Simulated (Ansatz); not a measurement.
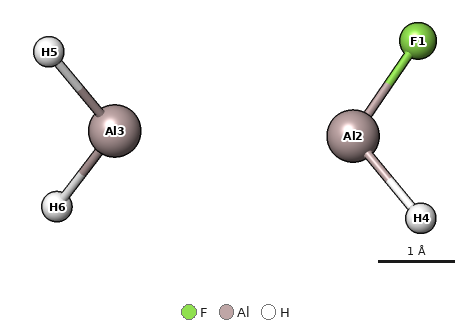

Figure 1. The structure (ball-and-stick view, seen at a tilt; atoms are numbered from 1 in the order of the input). Sticks mark near contacts.

# What a change does: single-point calculation on Al2H3F

System: Al2H3F.
Method of run A: RHF-MP2, frozen core/def2-TZVP (Ansatz 0.2.0).

Text and figures count atoms from 1; the logs count them from 0 in places.

The input, run A:
```yaml
crystal:
  periodic: [false, false, false]
  atoms:
    - { symbol: F, position_ang: [-0.937822, -2.017051, 1.15349] }
    - { symbol: Al, position_ang: [-0.522665, -1.160096, -0.211397] }
    - { symbol: Al, position_ang: [0.763373, 1.6903, 0.214849] }
    - { symbol: H, position_ang: [-0.833985, -1.902695, -1.571263] }
    - { symbol: H, position_ang: [-0.117466, 2.906614, 0.718542] }
    - { symbol: H, position_ang: [2.297026, 1.959485, -0.062828] }
basis:
  gaussian: { orbitals: def2-TZVP }
hamiltonian:
  xc: hf
output:
  forces: true
correlation:
  method: mp2
```

Launched with:
```bash
ansatz run input.yaml --threads 1 --pin off --max-ram 2560MiB --backend cpu --events-out ev --progress --plain --runs-dir out
```

Hardware: 1 thread of Intel Xeon @ 2.90GHz (Ice Lake), 16 GiB of memory available, shared host.

Output (run A):
```
Engine: ansatz 0.2.0, x86_64-unknown-linux-gnu
Functional definition: HF
  exchange = exact_x
  correlation = 0
818 factors; integrals over basis functions are off by at most 1.0e-3 eV
mean field evaluation 1: about -15919.0083 eV, gradient 3.3e1 eV
mean field evaluation 2: about -15919.0856 eV, gradient 3.3e1 eV
mean field evaluation 4: about -15921.5632 eV, gradient 2.3e0 eV
mean field evaluation 8: about -15921.6196 eV, gradient 1.1e-1 eV
mean field -15921.61969859 eV, -585.1087318619 hartree, gradient 4.1e-6 eV, S^2 0.000000; 0 other end points of the search recorded, 0 dependent functions left out
11 core orbitals not correlated: weight in the atoms' cores, before any rotation towards them, 1.000 or more for the frozen orbitals, at most 0.000 for the correlated occupied ones
reference -15921.61969859 eV, -585.1087318619 hartree; 8, 8 occupied and 104, 104 virtual orbitals, 818 factors
second order -10.76042019 eV of doubles, -0.00000000 eV of singles
the calculation of the forces begins
mean field evaluation 16: about -15921.6197 eV, gradient 4.1e-6 eV
Total energy: -15932.38011878 eV, -585.5041700102 hartree
Atom 0 at    -0.937822    -2.017051     1.153490 Å, force     0.037073     0.074649    -0.052581 eV/Å
Atom 1 at    -0.522665    -1.160096    -0.211397 Å, force     0.653025     1.436956     0.269330 eV/Å
Atom 2 at     0.763373     1.690300     0.214849 Å, force    -0.673085    -1.392912    -0.195877 eV/Å
Atom 3 at    -0.833985    -1.902695    -1.571263 Å, force     0.019792     0.047354     0.013267 eV/Å
Atom 4 at    -0.117466     2.906614     0.718542 Å, force    -0.013433    -0.088094    -0.021242 eV/Å
Atom 5 at     2.297026     1.959485    -0.062828 Å, force    -0.023373    -0.077952    -0.012897 eV/Å
Dipole moment:     0.106517     0.218853    -0.209564 e Å
```

The input of run B differs as follows (lines with − go, lines with + come):
```diff
-    - { symbol: Al, position_ang: [0.763373, 1.6903, 0.214849] }
+    - { symbol: Al, position_ang: [0.518471, 1.147497, 0.133678] }
-    - { symbol: H, position_ang: [-0.117466, 2.906614, 0.718542] }
-    - { symbol: H, position_ang: [2.297026, 1.959485, -0.062828] }
+    - { symbol: H, position_ang: [-0.302127, 2.461391, -0.19693] }
+    - { symbol: H, position_ang: [1.992639, 1.320277, 0.680151] }
```

How does run B compare with run A?

On the same kind of shared host run B took about 80 times as long.

Output (run B):
```
Engine: ansatz 0.2.0, x86_64-unknown-linux-gnu
Functional definition: HF
  exchange = exact_x
  correlation = 0
816 factors; integrals over basis functions are off by at most 7.7e-4 eV
mean field evaluation 1: about -15919.7044 eV, gradient 3.2e1 eV
mean field evaluation 2: about -15919.7929 eV, gradient 3.3e1 eV
mean field evaluation 4: about -15922.1610 eV, gradient 2.2e0 eV
mean field evaluation 8: about -15922.2083 eV, gradient 1.0e-1 eV
mean field -15922.20843192 eV, -585.1303674127 hartree, gradient 5.1e-6 eV, S^2 0.000000; 0 other end points of the search recorded, 0 dependent functions left out
11 core orbitals not correlated: weight in the atoms' cores, before any rotation towards them, 1.000 or more for the frozen orbitals, at most 0.000 for the correlated occupied ones
reference -15922.20843192 eV, -585.1303674127 hartree; 8, 8 occupied and 104, 104 virtual orbitals, 816 factors
second order -10.78198579 eV of doubles, -0.00000000 eV of singles
the calculation of the forces begins
mean field evaluation 16: about -15922.2084 eV, gradient 5.1e-6 eV
Total energy: -15932.99041771 eV, -585.5265980822 hartree
Atom 0 at    -0.937822    -2.017051     1.153490 Å, force    -0.018643    -0.010938     0.048692 eV/Å
Atom 1 at    -0.522665    -1.160096    -0.211397 Å, force    -0.108974    -0.300046    -0.100786 eV/Å
Atom 2 at     0.518471     1.147497     0.133678 Å, force     0.096190     0.291089     0.063884 eV/Å
Atom 3 at    -0.833985    -1.902695    -1.571263 Å, force    -0.008207    -0.015627    -0.012522 eV/Å
Atom 4 at    -0.302127     2.461391    -0.196930 Å, force     0.014467     0.018722     0.004568 eV/Å
Atom 5 at     1.992639     1.320277     0.680151 Å, force     0.025168     0.016801    -0.003835 eV/Å
Dipole moment:     0.090866     0.183634    -0.203763 e Å
```

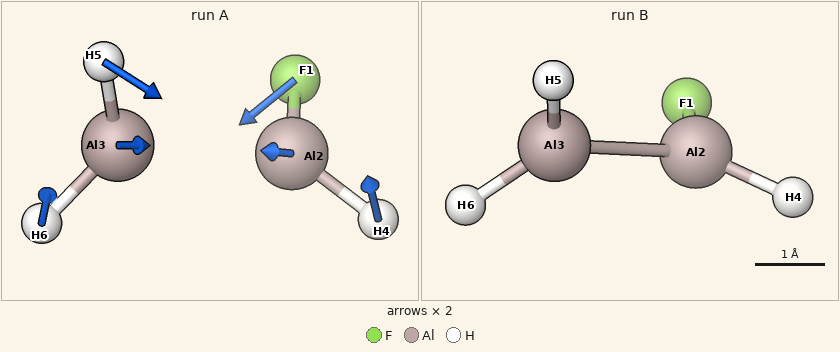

Figure 2. The two input geometries at one scale (ball-and-stick view, seen at a tilt). The blue arrows on the first give the shifts of the atoms after the best rigid fit, magnified 2 times. The largest moves after the best rigid fit, 0.53 Å, are those of F1 and H6. Largest moves by element: F 0.53 Å, H 0.53 Å, Al 0.30 Å. Among the contacts that change: Al2–Al3 3.156 → 2.555 Å.

The two runs side by side:

```csv
quantity,run A,run B
outcome,converged,converged
total energy (hartree),−585.504170,–
largest force (eV/Å),1.601,–
basis functions,112,–
wall time (shared host),3.1 s,4.1 min
```
